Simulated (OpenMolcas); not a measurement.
## Cu³⁺ complex: multiconfigurational calculation

- system: Cu³⁺ with 4 ligands (Cl; tetrahedron, 2.17 Å), neutralised by 4 outer point charges of +0.25 e, whose field is part of the energies.
- method: state-averaged CASSCF, active space 8 electrons in the shell 3d, basis ANO-RCC-VDZP on the metal and ANO-RCC-VDZP on the ligands, DKH2 scalar Hamiltonian, spin-orbit coupling by RASSI with atomic mean-field integrals (OpenMolcas)

Summary:

```
                                 quantity                                                                 value
                                  outcome                                                             converged
      energy of the lowest spin-free term                                                   −3497.06704 hartree
    energy of the lowest spin-orbit level                                                   −3497.07138 hartree
largest spread among components of a term                                                              0.0 cm⁻¹
                                 hardware  1 thread of Arm Neoverse V1, 24 GiB of memory available, shared host
                                wall time                                                                  31 s
```

Remarks:

Without dynamic correlation the splittings between terms come out too large, often by 20 to 50 %. To bear in mind: covalent bonds, ligand orbitals missing from the active space; distances are set from ionic radii, not optimised.

The input:
```
&GATEWAY
Coord
5

Cu 0.0 0.0 0.0
Cl 1.252850 1.252850 1.252850
Cl 1.252850 -1.252850 -1.252850
Cl -1.252850 1.252850 -1.252850
Cl -1.252850 -1.252850 1.252850
Basis=Cu.ANO-RCC-VDZP,Cl.ANO-RCC-VDZP
Group=NoSym
NoMove
AngMom=0.0 0.0 0.0
AMFI
RICD
XField
4 Angstrom 0
3.100371 3.100371 3.100371 0.250000
3.100371 -3.100371 -3.100371 0.250000
-3.100371 3.100371 -3.100371 0.250000
-3.100371 -3.100371 3.100371 0.250000
&SEWARD
&RASSCF
FileOrb=start.orb
Symmetry=1
Spin=3
nActEl=8 0 0
Inactive=45
Ras2=5
CIRoot=10 10 1
SDav=10
CIMx=300
Iter=150 100
PrWF=0.3
OrbListing=Nothing
MaxOrb=0
LevShft=1.0
>>> COPY $Project.JobIph JOB001
&RASSCF
FileOrb=start.orb
Symmetry=1
Spin=1
nActEl=8 0 0
Inactive=45
Ras2=5
CIRoot=15 15 1
SDav=15
CIMx=300
Iter=150 100
PrWF=0.3
OrbListing=Nothing
MaxOrb=0
LevShft=1.0
>>> COPY $Project.JobIph JOB002
&RASSI
NrOfJobIphs=2 10 15
1 2 3 4 5 6 7 8 9 10
1 2 3 4 5 6 7 8 9 10 11 12 13 14 15
IphNames
JOB001
JOB002
EJob
SpinOrbit
DIPRint=1.0
SOCoupling=1000.0
Subsets=2
Property=9
'ANGMOM' 1 'ANGMOM' 2 'ANGMOM' 3 'MLTPL  1' 1 'MLTPL  1' 2 'MLTPL  1' 3
'AMFI' 1 'AMFI' 2 'AMFI' 3
SOProperty=3
'ANGMOM' 1 'ANGMOM' 2 'ANGMOM' 3
```

The file start.orb holds starting orbitals from an earlier step. A driver script formed the levels outside the program, from RASSI's spin-orbit matrix and the active-space energies, averaged over the components of each term or state.

Launched with:
```bash
OMP_NUM_THREADS=1 MOLCAS_MEM=2457 MOLCAS_PROJECT=a pymolcas a.inp > a.log  # once for each step of the input, in one work folder
```

The program's output (extracts):
```
--- SEWARD ---
Basis set label: CU.ANO-RCC...5S4P2D1F.

      Electronic valence basis set:
      ------------------
      Associated Effective Charge  29.000000 au
      Associated Actual Charge     29.000000 au
      Nuclear Model: Point charge

      Shell  nPrim  nBasis  Cartesian Spherical Contaminant
         s      21       5        X
         p      15       4        X
         d      10       2                 X
         f       6       1                 X
                  Relativistic Douglas-Kroll-Hess integrals:
                    - DKH order of Hamiltonian: 2
                    - DKH order of Properties : 0
                  Atomic mean-field integrals
--- RASSCF ---
Wave function specifications:
      -----------------------------

      Number of closed shell electrons          90
      Number of electrons in active shells       8
      Max number of holes in RAS1 space          0
      Max nr of electrons in RAS3 space          0
      Number of inactive orbitals               45
      Number of active orbitals                  5
      Number of secondary orbitals              56
      Spin quantum number                      1.0
      State symmetry                             1
Orbital specifications:
      -----------------------

      Symmetry species                           1
                                                 a
      Frozen orbitals                            0
      Inactive orbitals                         45
      Active orbitals                            5
      RAS1 orbitals                              0
      RAS2 orbitals                              5
      RAS3 orbitals                              0
      Secondary orbitals                        56
      Deleted orbitals                           0
      Number of basis functions                106
      Number of CSFs                            10
      Number of root(s) required                10
      Iter CI   SX   CI       RASSCF       Energy    max ROT     max BLB   max BLB  Level Ln srch  Step   QN
          iter iter root      energy       change     param      element    value   shift minimum  type update
 Nr of preliminary CI iterations:   1
      Total energies have been shifted. Add                -3000.00 au
        1   1    9    0  -496.16181459    0.00E+00  -7.86E-02   46  55 1  6.54E-01*  2.15   0.00    SX    NO
        2   1   10    0  -496.75261480   -5.91E-01* -3.64E-02    8  69 1  1.80E-01*  1.66   0.00    SX    NO
        3   1   10    0  -496.91845834   -1.66E-01* -3.43E-02   36  52 1  5.13E-02*  1.54   0.00    SX    NO
        4   1   10    0  -496.98092875   -6.25E-02* -2.62E-02   18  51 1  3.02E-02*  1.43   0.00    SX    NO
        5   1   10    0  -497.00601290   -2.51E-02* -2.89E-02   18  51 1  1.87E-02*  1.37   2.50    LS   YES
        6   1   10    0  -497.01990083   -1.39E-02* -1.89E-02   50  59 1 -2.47E-02*  1.29   1.39    QN   YES
        7   1   10    0  -497.02500546   -5.10E-03* -1.50E-02    7  68 1 -1.22E-02*  1.26   1.91    LS   YES
        8   1   10    0  -497.02647134   -1.47E-03* -7.85E-03    7  68 1 -1.46E-02*  1.23   1.15    QN   YES
        9   1    9    0  -497.02834055   -1.87E-03* -7.72E-03   36  52 1 -5.00E-03*  1.23   2.06    LS   YES
       10   1    9    0  -497.02900427   -6.64E-04* -4.75E-03    7  68 1  1.50E-02*  1.22   1.08    QN   YES
        ...
       24   1    5    0  -497.03045527   -3.78E-08*  8.54E-05    4  69 1  6.61E-05   1.18   2.05    LS   YES
       25   1    6    0  -497.03045528   -1.38E-08*  2.36E-05    3  68 1 -5.06E-05   1.18   1.02    QN   YES
       26   1    5    0  -497.03045529   -1.15E-08* -3.37E-05    3  68 1 -3.53E-05   1.18   2.23    QN   YES
       27   1    5    0  -497.03045530   -6.63E-09  -5.88E-06    8  69 1 -1.04E-05   1.18   1.10    QN   YES
      Convergence after 27 iterations
       28   1    5    0  -497.03045530   -4.45E-10  -5.88E-06    9  70 1 -3.51E-06   1.18   1.10    QN   YES
      Natural orbitals and occupation numbers for root  1
      sym 1:   1.025243   1.974757   1.974757   1.025243   2.000000
      Natural orbitals and occupation numbers for root  2
      sym 1:   1.005151   1.005151   2.000000   1.994849   1.994849
      Natural orbitals and occupation numbers for root  3
      sym 1:   1.977959   1.022041   1.977959   1.022041   2.000000
::    RASSCF root number  1 Total energy:  -3497.06704094
::    RASSCF root number  2 Total energy:  -3497.06704094
::    RASSCF root number  3 Total energy:  -3497.06704094
::    RASSCF root number  4 Total energy:  -3497.04701599
::    RASSCF root number  5 Total energy:  -3497.04701599
::    RASSCF root number  6 Total energy:  -3497.04701599
::    RASSCF root number  7 Total energy:  -3497.01300192
::    RASSCF root number  8 Total energy:  -3496.98312677
::    RASSCF root number  9 Total energy:  -3496.98312677
::    RASSCF root number 10 Total energy:  -3496.98312677
--- RASSCF ---
Wave function specifications:
      -----------------------------

      Number of closed shell electrons          90
      Number of electrons in active shells       8
      Max number of holes in RAS1 space          0
      Max nr of electrons in RAS3 space          0
      Number of inactive orbitals               45
      Number of active orbitals                  5
      Number of secondary orbitals              56
      Spin quantum number                      0.0
      State symmetry                             1
Orbital specifications:
      -----------------------

      Symmetry species                           1
                                                 a
      Frozen orbitals                            0
      Inactive orbitals                         45
      Active orbitals                            5
      RAS1 orbitals                              0
      RAS2 orbitals                              5
      RAS3 orbitals                              0
      Secondary orbitals                        56
      Deleted orbitals                           0
      Number of basis functions                106
      Number of CSFs                            15
      Number of root(s) required                15
      Iter CI   SX   CI       RASSCF       Energy    max ROT     max BLB   max BLB  Level Ln srch  Step   QN
          iter iter root      energy       change     param      element    value   shift minimum  type update
 Nr of preliminary CI iterations:   1
      Total energies have been shifted. Add                -3000.00 au
        1   1    9    0  -496.96328999    0.00E+00   1.96E-02   48  57 1 -1.35E-02*  1.27   0.00    SX    NO
        2   1    9    0  -496.96516932   -1.88E-03* -1.66E-02   48  57 1 -1.30E-02*  1.25   0.00    SX    NO
        3   1    9    0  -496.96660442   -1.44E-03* -1.52E-02   48  57 1 -8.40E-03*  1.24   0.00    SX    NO
        4   1    9    0  -496.96776046   -1.16E-03* -1.35E-02   48  57 1 -7.91E-03*  1.23   0.00    SX    NO
        5   1    9    0  -496.96871077   -9.50E-04* -8.68E-02   48  57 1 -6.13E-03*  1.22   2.50    QN   YES
        6   1    9    0  -496.97271684   -4.01E-03* -4.23E-02   46  55 1 -6.81E-03*  1.17   1.60    LS   YES
        7   1    9    0  -496.97335021   -6.33E-04* -1.62E-02   28  68 1 -9.95E-03*  1.14   1.21    QN   YES
        8   1    9    0  -496.97358318   -2.33E-04* -2.38E-03   48  57 1  7.24E-03*  1.14   0.84    QN   YES
        9   1    8    0  -496.97364972   -6.65E-05*  1.54E-03   37  51 1  2.58E-03*  1.13   1.64    QN   YES
       10   1    8    0  -496.97367857   -2.88E-05*  7.03E-04   28  68 1 -1.26E-03*  1.13   1.30    QN   YES
       11   1    8    0  -496.97368407   -5.50E-06*  4.31E-04   28  68 1 -6.59E-04*  1.13   1.47    QN   YES
       12   1    7    0  -496.97368587   -1.81E-06*  4.16E-04   48  57 1 -2.26E-04*  1.13   1.45    QN   YES
       13   1    7    0  -496.97368653   -6.52E-07*  3.95E-04   28  68 1  2.03E-04*  1.13   1.56    QN   YES
       14   1    7    0  -496.97368682   -2.94E-07*  3.03E-04   28  68 1  1.41E-04*  1.13   1.50    QN   YES
       15   1    6    0  -496.97368694   -1.25E-07* -2.19E-04   48  57 1  7.70E-05   1.13   1.56    QN   YES
       16   1    6    0  -496.97368700   -5.69E-08*  1.20E-04   28  68 1 -3.88E-05   1.13   1.49    QN   YES
       17   1    6    0  -496.97368702   -2.11E-08*  5.28E-05   28  68 1 -3.44E-05   1.13   1.44    QN   YES
       18   1    5    0  -496.97368703   -6.73E-09   2.06E-05   48  57 1 -1.30E-05   1.13   1.42    QN   YES
      Convergence after 18 iterations
       19   1    5    0  -496.97368703   -1.90E-09   2.06E-05   48  57 1 -7.64E-06   1.13   1.42    QN   YES
      Natural orbitals and occupation numbers for root  1
      sym 1:   1.972304   1.597793   1.972304   0.709435   1.748164
      Natural orbitals and occupation numbers for root  2
      sym 1:   1.994160   1.105802   1.972304   0.955431   1.972304
      Natural orbitals and occupation numbers for root  3
      sym 1:   1.105086   1.905068   1.916283   1.073569   1.999995
::    RASSCF root number  1 Total energy:  -3497.01902601
::    RASSCF root number  2 Total energy:  -3497.01902601
::    RASSCF root number  3 Total energy:  -3497.00985163
::    RASSCF root number  4 Total energy:  -3497.00985163
::    RASSCF root number  5 Total energy:  -3497.00985163
::    RASSCF root number  6 Total energy:  -3496.97427105
::    RASSCF root number  7 Total energy:  -3496.97044374
::    RASSCF root number  8 Total energy:  -3496.97044374
::    RASSCF root number  9 Total energy:  -3496.97044374
::    RASSCF root number 10 Total energy:  -3496.96878206
::    RASSCF root number 11 Total energy:  -3496.96878206
::    RASSCF root number 12 Total energy:  -3496.96878206
::    RASSCF root number 13 Total energy:  -3496.93951429
::    RASSCF root number 14 Total energy:  -3496.93951429
::    RASSCF root number 15 Total energy:  -3496.86672155
--- RASSI ---
SPIN-FREE ENERGIES:
  (Shifted by EMIN (a.u.) =      -3497.0670409362)

 SF State       Relative EMIN(au)   Rel lowest level(eV)    D:o, cm**(-1)

     1             0.0000000000        0.0000000000              0.0000
     2             0.0000000000        0.0000000000              0.0000
     3             0.0000000000        0.0000000000              0.0000
     4             0.0200249460        0.5449065394           4394.9676
     5             0.0200249460        0.5449065394           4394.9676
     6             0.0200249460        0.5449065394           4394.9676
    11             0.0480149276        1.3065527412          10538.0585
    12             0.0480149276        1.3065527412          10538.0585
     7             0.0540390144        1.4704764925          11860.1928
    13             0.0571893037        1.5562002309          12551.6013
    14             0.0571893037        1.5562002309          12551.6013
    15             0.0571893037        1.5562002309          12551.6013
    10             0.0839141644        2.2834207389          18417.0303
     9             0.0839141644        2.2834207389          18417.0303
     8             0.0839141644        2.2834207389          18417.0303
    16             0.0927698894        2.5243972911          20360.6373
    17             0.0965971997        2.6285437101          21200.6348
    18             0.0965971997        2.6285437101          21200.6348
    19             0.0965971997        2.6285437101          21200.6348
    20             0.0982588793        2.6737603162          21565.3313
    21             0.0982588793        2.6737603162          21565.3313
    22             0.0982588793        2.6737603162          21565.3313
    23             0.1275266460        3.4701768219          27988.8636
    24             0.1275266460        3.4701768219          27988.8636
    25             0.2003193866        5.4509682024          43965.0235
     Dipole printing threshold changed to   1.00000000E+00

++ Dipole transition strengths (spin-free states):
   -----------------------------------------------
     for osc. strength at least  1.00000000E+00

  ( Max oscillator strength is only    2.8156165013781577E-003 )
--
Eigenvalues of complex Hamiltonian:
   -----------------------------------
  (Shifted by EMIN (a.u.) =      -3497.0670409362)

 SO State       Relative EMIN(au)   Rel lowest level(eV)    D:o, cm**(-1)

     1            -0.0043374113        0.0000000000              0.0000
     2            -0.0026387672        0.0462224616            372.8093
     3            -0.0026387672        0.0462224616            372.8093
     4            -0.0026387672        0.0462224617            372.8093
     5             0.0004284032        0.1296844191           1045.9754
     6             0.0004284032        0.1296844192           1045.9754
     7             0.0015211821        0.1594204471           1285.8126
     8             0.0015211821        0.1594204469           1285.8126
     9             0.0015211821        0.1594204470           1285.8126
    10             0.0198173880        0.6572855742           5301.3657
    11             0.0198173880        0.6572855743           5301.3657
    12             0.0198173880        0.6572855742           5301.3657
    13             0.0201471686        0.6662593601           5373.7441
    14             0.0201471686        0.6662593602           5373.7441
    15             0.0201471686        0.6662593601           5373.7441
    16             0.0207683477        0.6831625038           5510.0772
    17             0.0207683477        0.6831625037           5510.0772
    18             0.0213077228        0.6978396484           5628.4563
    19             0.0477809388        1.4182125544          11438.6557
    20             0.0477809388        1.4182125544          11438.6557
    21             0.0538933143        1.5845387650          12780.1670
    22             0.0538933143        1.5845387650          12780.1670
    23             0.0538933143        1.5845387649          12780.1670
    24             0.0578569784        1.6923955607          13650.0908
    25             0.0578569784        1.6923955609          13650.0908
    26             0.0578569784        1.6923955608          13650.0908
    27             0.0826700944        2.3675948440          19095.9402
    28             0.0826700944        2.3675948440          19095.9402
    29             0.0826700944        2.3675948440          19095.9402
    30             0.0827231452        2.3690384302          19107.5835
    31             0.0827231452        2.3690384302          19107.5835
    32             0.0854159925        2.4423145367          19698.5952
    33             0.0854159925        2.4423145366          19698.5952
    34             0.0854159925        2.4423145367          19698.5952
    35             0.0859237710        2.4561318953          19810.0397
    36             0.0934631044        2.6612876083          21464.7321
    37             0.0969586671        2.7564067137          22231.9195
    38             0.0969586671        2.7564067137          22231.9195
    39             0.0969586671        2.7564067137          22231.9195
    40             0.0983205995        2.7934667830          22530.8291
    41             0.0983205995        2.7934667830          22530.8291
Weights of the five most important spin-orbit-free states for each spin-orbit state.

 SO State  Total energy (au)           Spin-free states, spin, and weights
 -------------------------------------------------------------------------------------------------------
    1        -0.004337       3 1.0  0.3331    2 1.0  0.3331    1 1.0  0.3331   16 0.0  0.0004    9 1.0  0.0001
    2        -0.002639       3 1.0  0.4645    2 1.0  0.3793    1 1.0  0.1355    4 1.0  0.0097    5 1.0  0.0072
    3        -0.002639       3 1.0  0.3978    1 1.0  0.3700    2 1.0  0.2115    4 1.0  0.0082    5 1.0  0.0075
    4        -0.002639       1 1.0  0.4738    2 1.0  0.3885    3 1.0  0.1171    6 1.0  0.0126    5 1.0  0.0054
    5         0.000428       3 1.0  0.3772    2 1.0  0.3450    1 1.0  0.2002    4 1.0  0.0332    6 1.0  0.0283
    6         0.000428       1 1.0  0.4148    2 1.0  0.2699    3 1.0  0.2377    5 1.0  0.0367    6 1.0  0.0214
    7         0.001521       3 1.0  0.5925    1 1.0  0.1927    2 1.0  0.1870    5 1.0  0.0131    4 1.0  0.0123
    8         0.001521       1 1.0  0.4270    3 1.0  0.3114    2 1.0  0.2338    6 1.0  0.0126    5 1.0  0.0109
    9         0.001521       2 1.0  0.5515    1 1.0  0.3525    3 1.0  0.0683    6 1.0  0.0128    4 1.0  0.0112
   10         0.019817       6 1.0  0.4897    4 1.0  0.2765    5 1.0  0.2135    2 1.0  0.0092    1 1.0  0.0061
   11         0.019817       4 1.0  0.4386    5 1.0  0.2904    6 1.0  0.2507    1 1.0  0.0084    3 1.0  0.0066
   12         0.019817       5 1.0  0.4757    4 1.0  0.2646    6 1.0  0.2394    3 1.0  0.0087    2 1.0  0.0058
```

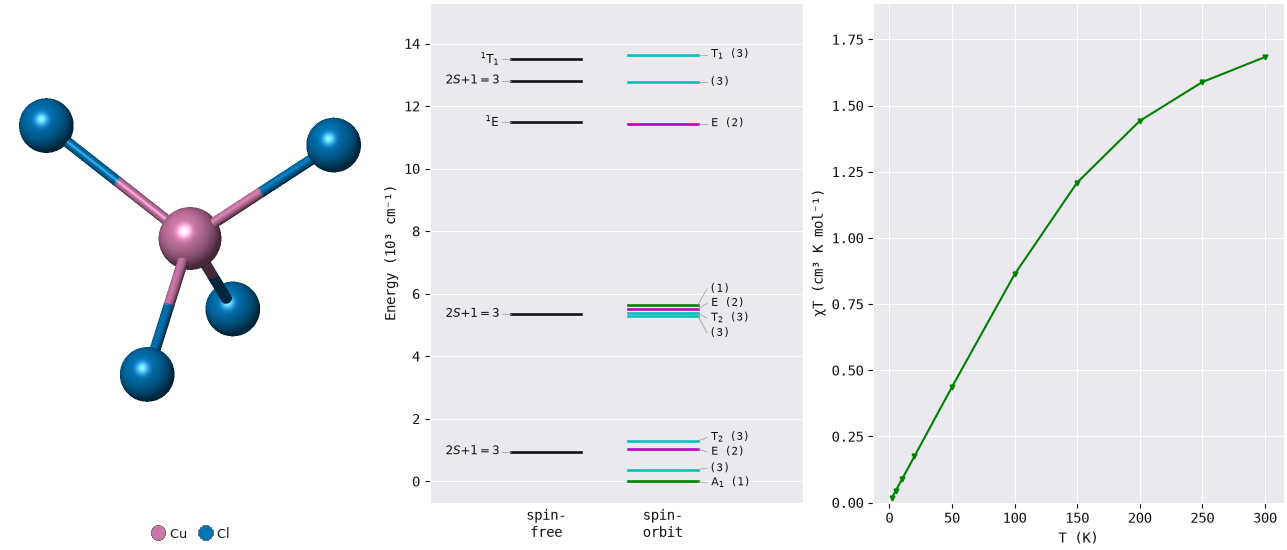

*Cu³⁺ (3d⁸) with 4 ligands, Cl⁻, at 2.17 Å (arrangement: tetrahedron, Td), neutralised by outer point charges of +0.25 e, and its levels and susceptibility. Labels give the representation in O, Td, D4 or D3 as the site allows (double group for half-integer spin) where it could be assigned and, in brackets, the degeneracy; spin-free states, where drawn, share the zero of the spin-orbit levels. Powder susceptibility by Van Vleck's formula.*

The ground level is A₁, non-degenerate, 100 % from states of spin multiplicity 3. The next level lies at 373 cm⁻¹. χT is 0.0175 cm³ K mol⁻¹ at 2 K and 1.68 at 300 K, an effective moment of 3.67 μB. The active orbitals hold 73 to 89 % metal character (Löwdin), and the Mulliken charge of the metal is +0.80.
